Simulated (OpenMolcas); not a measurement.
Run report: ClC⁺, relativistic diatomic calculation (part 2 of 2)

Continued. System: ClC⁺. Method: SA-CASSCF(8,7)/XMS-CASPT2 + RASSI spin-orbit (X2C scalar, AMFI), ANO-RCC-VTZP (OpenMolcas).

Log (extracts), continued:
```
++ Dipole transition strengths (spin-free states):
     for osc. strength at least  1.00000000E-05
      From   To        Osc. strength     Einstein coefficients Ax, Ay, Az (sec-1)    Total A (sec-1)
         1   11       2.20256733E-02  2.25862624E+07  5.37947332E+06  0.00000000E+00  2.79657357E+07
         1   12       2.20256736E-02  5.37947342E+06  2.25862630E+07  0.00000000E+00  2.79657364E+07
         5    7       1.62915781E-03  3.48296157E+05  1.16947009E+05  0.00000000E+00  4.65243166E+05
         5    8       1.16198624E-03  4.73460089E+05  1.11947201E+04  0.00000000E+00  4.84654810E+05
         5    9       1.16233934E-03  1.12049245E+04  4.73892289E+05  0.00000000E+00  4.85097213E+05
         5   10       3.74614808E-04  4.77907327E+04  1.44326661E+05  0.00000000E+00  1.92117394E+05
         6    7       1.62915712E-03  1.16946780E+05  3.48295975E+05  0.00000000E+00  4.65242755E+05
         6    8       1.16198561E-03  1.11947580E+04  4.73459604E+05  0.00000000E+00  4.84654362E+05
         6    9       1.16233776E-03  4.73891481E+05  1.12048869E+04  0.00000000E+00  4.85096368E+05
         6   10       3.74614796E-04  1.44326440E+05  4.77908825E+04  0.00000000E+00  1.92117322E+05
        11    2       6.41209698E-04  9.13704807E+03  3.84321473E+04  0.00000000E+00  4.75691954E+04
        11    3       1.40884115E-04  3.50623428E+02  1.05652496E+04  0.00000000E+00  1.09158730E+04
        11    4       1.41666179E-04  1.07422490E+04  3.56508262E+02  0.00000000E+00  1.10987573E+04
        12    2       6.41213362E-04  3.84324633E+04  9.13700182E+03  0.00000000E+00  4.75694651E+04
        12    3       1.40879675E-04  1.05649329E+04  3.50595603E+02  0.00000000E+00  1.09155285E+04
        12    4       1.41666778E-04  3.56479539E+02  1.07423242E+04  0.00000000E+00  1.10988037E+04
 Electric-quadrupole - electric-quadrupole not included
 Electric-dipole - electric-octupole not included
 Electric-dipole - magnetic-quadrupole not included
   Eigenvalues of complex Hamiltonian:
  (Shifted by EMIN (a.u.) =       -498.6853098812)
 SO State       Relative EMIN(au)   Rel lowest level(eV)    D:o, cm**(-1)      Omega
     1            -0.0000099562        0.0000000000              0.0000         0.0
     2             0.1187394428        3.2313357618          26062.4806         0.0
     3             0.1187466388        3.2315315763          26064.0599         0.0
     4             0.1192350638        3.2448222972          26171.2568         1.0
     5             0.1192350853        3.2448228826          26171.2615         1.0
     6             0.1197350661        3.2584280527          26280.9946         2.0
     7             0.1197350712        3.2584281906          26280.9957         2.0
     8             0.1987525669        5.4086037858          43623.3315         1.0
     9             0.1987525679        5.4086038142          43623.3317         1.0
    10             0.2134698704        5.8090820171          46853.4062         1.0
    11             0.2134698704        5.8090820171          46853.4062         1.0
    12             0.2134924740        5.8096970916          46858.3672         0.0
    13             0.2321809718        6.3182370249          50960.0183         3.0
    14             0.2321809718        6.3182370249          50960.0183         3.0
    15             0.2330323908        6.3414053162          51146.8832         2.0
    16             0.2330690537        6.3424029641          51154.9298         2.0
    17             0.2342283645        6.3739494188          51409.3691         1.0
    18             0.2342283645        6.3739494188          51409.3691         1.0
    19             0.2455895720        6.6831036221          53902.8659         0.0
    20             0.2456560178        6.6849117067          53917.4491         1.0
    21             0.2456560178        6.6849117067          53917.4491         1.0
    22             0.2468732129        6.7180332728          54184.5925         0.0
    23             0.2480469026        6.7499709944          54442.1876         2.0
    24             0.2483173269        6.7573296155          54501.5389         2.0
 Weights of the five most important spin-orbit-free states for each spin-orbit state.
 SO State  Total energy (au)           Spin-free states, spin, and weights
    1        -0.000010       1 0.0  0.9999   10 1.0  0.0000    6 1.0  0.0000    5 1.0  0.0000    7 1.0  0.0000
    2         0.118739       5 1.0  0.5000    6 1.0  0.5000    7 1.0  0.0000    2 0.0  0.0000   10 1.0  0.0000
    3         0.118747       5 1.0  0.5000    6 1.0  0.5000    1 0.0  0.0000   10 1.0  0.0000    7 1.0  0.0000
    4         0.119235       5 1.0  0.9999   12 0.0  0.0000    7 1.0  0.0000    8 1.0  0.0000    9 1.0  0.0000
    5         0.119235       6 1.0  0.9999   11 0.0  0.0000    7 1.0  0.0000    8 1.0  0.0000    9 1.0  0.0000
    6         0.119735       6 1.0  0.5000    5 1.0  0.5000    8 1.0  0.0000    3 0.0  0.0000    9 1.0  0.0000
    7         0.119735       6 1.0  0.5000    5 1.0  0.5000    9 1.0  0.0000    4 0.0  0.0000    8 1.0  0.0000
    8         0.198753      11 0.0  0.9983    7 1.0  0.0012    8 1.0  0.0002    9 1.0  0.0002   10 1.0  0.0001
    9         0.198753      12 0.0  0.9983    7 1.0  0.0012    8 1.0  0.0002    9 1.0  0.0002   10 1.0  0.0001
   10         0.213470       7 1.0  0.9967   10 1.0  0.0022   12 0.0  0.0006   11 0.0  0.0006    5 1.0  0.0000
   11         0.213470       7 1.0  0.9967   10 1.0  0.0022   11 0.0  0.0006   12 0.0  0.0006    6 1.0  0.0000
   12         0.213492       7 1.0  0.9990    2 0.0  0.0009    6 1.0  0.0000    5 1.0  0.0000    1 0.0  0.0000
   13         0.232181       8 1.0  0.5085    9 1.0  0.4915   12 0.0  0.0000   11 0.0  0.0000    6 1.0  0.0000
   14         0.232181       8 1.0  0.5085    9 1.0  0.4915   12 0.0  0.0000   11 0.0  0.0000    6 1.0  0.0000
   15         0.233032       8 1.0  0.9898    3 0.0  0.0093    4 0.0  0.0006    9 1.0  0.0003    6 1.0  0.0000
   16         0.233069       9 1.0  0.9900    4 0.0  0.0090    3 0.0  0.0006    8 1.0  0.0003    6 1.0  0.0000
   17         0.234228       9 1.0  0.5082    8 1.0  0.4913   12 0.0  0.0004   11 0.0  0.0001    5 1.0  0.0000
   18         0.234228       9 1.0  0.5082    8 1.0  0.4913   11 0.0  0.0004   12 0.0  0.0001    6 1.0  0.0000
   19         0.245590      10 1.0  1.0000    1 0.0  0.0000    6 1.0  0.0000    5 1.0  0.0000    2 0.0  0.0000
   20         0.245656      10 1.0  0.9977    7 1.0  0.0021   12 0.0  0.0001   11 0.0  0.0001    6 1.0  0.0000
   21         0.245656      10 1.0  0.9977    7 1.0  0.0021   12 0.0  0.0001   11 0.0  0.0001    6 1.0  0.0000
   22         0.246873       2 0.0  0.9991    7 1.0  0.0009    6 1.0  0.0000    5 1.0  0.0000   10 1.0  0.0000
   23         0.248047       3 0.0  0.9901    8 1.0  0.0092    9 1.0  0.0007    5 1.0  0.0000    6 1.0  0.0000
   24         0.248317       4 0.0  0.9904    9 1.0  0.0089    8 1.0  0.0006    6 1.0  0.0000    5 1.0  0.0000
++ Dipole transition strengths (SO states):
        for osc. strength at least   1.00000000E-05
      From   To        Osc. strength     Einstein coefficients Ax, Ay, Az (sec-1)    Total A (sec-1)
         1    8       2.19865471E-02  2.25573257E+07  5.35120134E+06  0.00000000E+00  2.79085270E+07
         1    9       2.19865474E-02  5.35120144E+06  2.25573263E+07  0.00000000E+00  2.79085277E+07
         1   10       2.48983826E-05  1.82291117E+04  1.82291285E+04  0.00000000E+00  3.64582402E+04
         1   11       2.48983826E-05  1.82291270E+04  1.82291133E+04  0.00000000E+00  3.64582402E+04
         2   10       8.49312099E-04  1.22442380E+05  1.22439804E+05  0.00000000E+00  2.44882184E+05
         2   11       8.49312098E-04  1.22442277E+05  1.22439907E+05  0.00000000E+00  2.44882183E+05
         2   17       1.17589620E-03  2.01858003E+05  3.02060754E+05  0.00000000E+00  5.03918757E+05
         2   18       1.17589529E-03  3.02060405E+05  2.01857962E+05  0.00000000E+00  5.03918367E+05
         2   20       1.48707861E-04  3.84808996E+04  3.84820134E+04  0.00000000E+00  7.69629130E+04
         2   21       1.48707861E-04  3.84808991E+04  3.84820137E+04  0.00000000E+00  7.69629129E+04
         3   10       8.46570629E-04  1.22028519E+05  1.22026134E+05  0.00000000E+00  2.44054653E+05
         3   11       8.46570631E-04  1.22028621E+05  1.22026032E+05  0.00000000E+00  2.44054653E+05
         3   17       1.17955438E-03  3.02960450E+05  2.02462990E+05  0.00000000E+00  5.05423440E+05
         3   18       1.17955530E-03  2.02463033E+05  3.02960801E+05  0.00000000E+00  5.05423834E+05
         3   20       1.47508536E-04  3.81662175E+04  3.81673351E+04  0.00000000E+00  7.63335526E+04
         3   21       1.47508537E-04  3.81662179E+04  3.81673348E+04  0.00000000E+00  7.63335527E+04
         4   12       1.62687789E-03  3.47699209E+05  1.16705746E+05  0.00000000E+00  4.64404955E+05
         4   15       1.14963342E-03  4.69741018E+05  8.59643411E+03  0.00000000E+00  4.78337453E+05
         4   16       1.15030141E-03  8.59668898E+03  4.70327144E+05  0.00000000E+00  4.78923833E+05
         4   19       3.74519971E-04  4.77967951E+04  1.44320891E+05  0.00000000E+00  1.92117686E+05
         4   23       1.23617897E-05  6.51251864E+03  7.77602401E+01  0.00000000E+00  6.59027888E+03
         4   24       1.19904337E-05  7.41269892E+01  6.34504359E+03  0.00000000E+00  6.41917058E+03
         5   12       1.62687720E-03  1.16705518E+05  3.47699027E+05  0.00000000E+00  4.64404545E+05
         5   15       1.14963277E-03  8.59646931E+03  4.69740530E+05  0.00000000E+00  4.78336999E+05
         5   16       1.15029985E-03  4.70326349E+05  8.59665743E+03  0.00000000E+00  4.78923006E+05
         5   19       3.74519963E-04  1.44320673E+05  4.77969437E+04  0.00000000E+00  1.92117617E+05
         5   23       1.23617139E-05  7.77571233E+01  6.51247914E+03  0.00000000E+00  6.59023627E+03
         5   24       1.19904329E-05  6.34504306E+03  7.41249499E+01  0.00000000E+00  6.41916801E+03
         6   10       7.76466350E-04  1.09597496E+05  1.09599842E+05  0.00000000E+00  2.19197338E+05
         6   11       7.76466365E-04  1.09597356E+05  1.09599987E+05  0.00000000E+00  2.19197342E+05
         6   13       1.14666238E-03  2.32918303E+05  2.32918442E+05  0.00000000E+00  4.65836745E+05
         6   14       1.14666241E-03  2.32918307E+05  2.32918446E+05  0.00000000E+00  4.65836754E+05
         6   20       2.30164306E-04  5.86297838E+04  5.86288561E+04  0.00000000E+00  1.17258640E+05
         6   21       2.30164311E-04  5.86297840E+04  5.86288581E+04  0.00000000E+00  1.17258642E+05
         7   10       7.76462921E-04  1.09596843E+05  1.09599503E+05  0.00000000E+00  2.19196347E+05
         7   11       7.76462907E-04  1.09596984E+05  1.09599359E+05  0.00000000E+00  2.19196343E+05
         7   13       1.14666829E-03  2.32919482E+05  2.32919622E+05  0.00000000E+00  4.65839104E+05
         7   14       1.14666827E-03  2.32919478E+05  2.32919617E+05  0.00000000E+00  4.65839095E+05
         7   20       2.30162824E-04  5.86294040E+04  5.86284712E+04  0.00000000E+00  1.17257875E+05
         7   21       2.30162819E-04  5.86294038E+04  5.86284692E+04  0.00000000E+00  1.17257873E+05
         8   22       6.40180820E-04  9.11841594E+03  3.85111299E+04  0.00000000E+00  4.76295459E+04
         8   23       1.40101474E-04  3.53152658E+02  1.05850918E+04  0.00000000E+00  1.09382445E+04
         8   24       1.40909655E-04  1.07632304E+04  3.59147564E+02  0.00000000E+00  1.11223780E+04
         9   22       6.40184065E-04  3.85114118E+04  9.11837343E+03  0.00000000E+00  4.76297852E+04
         9   23       1.40097509E-04  1.05848068E+04  3.53127641E+02  0.00000000E+00  1.09379344E+04
         9   24       1.40910197E-04  3.59121159E+02  1.07632991E+04  0.00000000E+00  1.11224203E+04
 Electric-quadrupole - electric-quadrupole not included
 Electric-dipole - electric-octupole not included
 Electric-dipole - magnetic-quadrupole not included
```

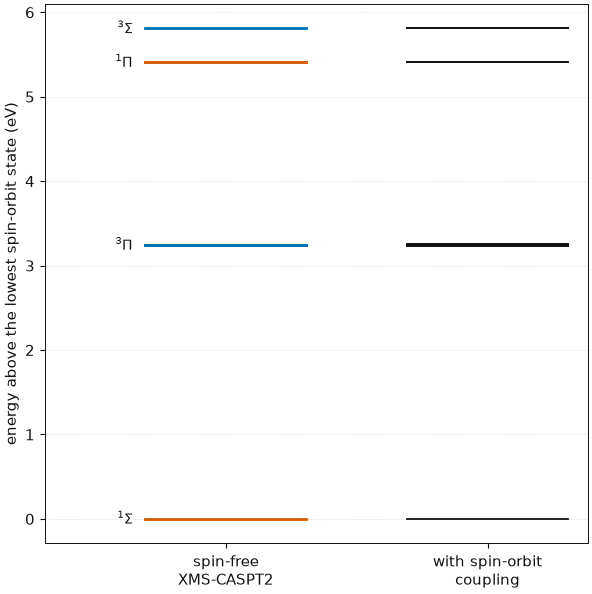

Figure 1. States up to 6.3 eV at 1.550 Å, without spin-orbit coupling (left, a colour for each spin multiplicity) and with it (right, where close levels merge). The spin-free states run ¹Σ (0.00 eV), ³Π (3.24 eV), ¹Π (5.41 eV), ³Σ (5.81 eV) from the lowest. The lowest spin-orbit levels have |Ω| = 0 (0 cm⁻¹), 0 (26,062 cm⁻¹), 0 (26,064 cm⁻¹), 1 (26,171 cm⁻¹), 2 (26,281 cm⁻¹).

Results in brief:

| quantity | value |
| --- | --- |
| outcome | converged; components of a degenerate state are split by 60 cm⁻¹ |
| lowest spin-free state | ¹Σ |
| lowest spin-orbit level | Ω = 0, −498.68532 hartree |
| next level | Ω = 0, 26,062 cm⁻¹ |
| wall time | 17 s |

Remarks:

Limits: the two components of ¹Δ at 6.75 eV, degenerate in CASSCF as they must be, are split by 60 cm⁻¹ in XMS-CASPT2, an artefact that passes into its spin-orbit levels.
